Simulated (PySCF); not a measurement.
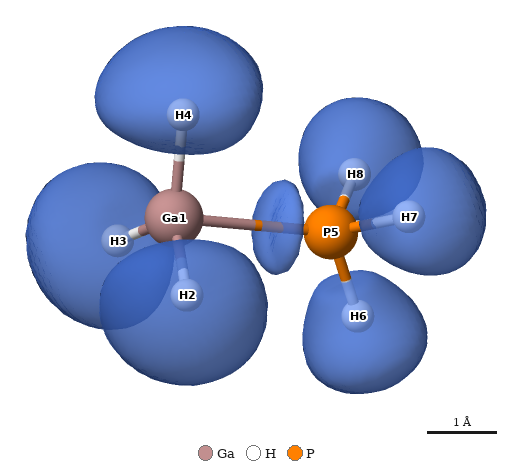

*GaH$_{6}$P. Isosurface of the electron localisation function at 0.9 (blue), seen at a tilt. Core shells and regions of very low density are left out.*

Geometry: PBE0-D3(BJ)/def2-TZVPD.

Level of theory: wB97M-D3(BJ)/def2-TZVPD, SCF density, gas phase in PySCF.

| atom | x (Å) | y (Å) | z (Å) |
| --- | --- | --- | --- |
| Ga | -0.0839 | 0.0668 | 0.3344 |
| H | -0.0126 | 1.4608 | -0.3994 |
| H | -1.2954 | -0.8917 | 0.0185 |
| H | 1.2467 | -0.5599 | 0.9022 |
| P | -0.9610 | 0.9403 | 2.5320 |
| H | -2.1939 | 1.6246 | 2.5614 |
| H | -0.1924 | 1.8777 | 3.2530 |
| H | -1.2089 | 0.0327 | 3.5828 |

Question: What do the ELF domains correspond to?

Answer: At this value the surface marks out six regions around hydrogen nuclei and one lobe of the valence shell of P pointing towards Ga (polar bonds).

Values along the shortest contacts:
Ga–P (2.52 Å): the ELF peaks at about 1 in the valence shell of P, 0.9 Å from its nucleus, and is about 0.70 at the midpoint. P–H (1.41 Å): the ELF climbs to about 1 towards the hydrogen, as it does in any bond to H.
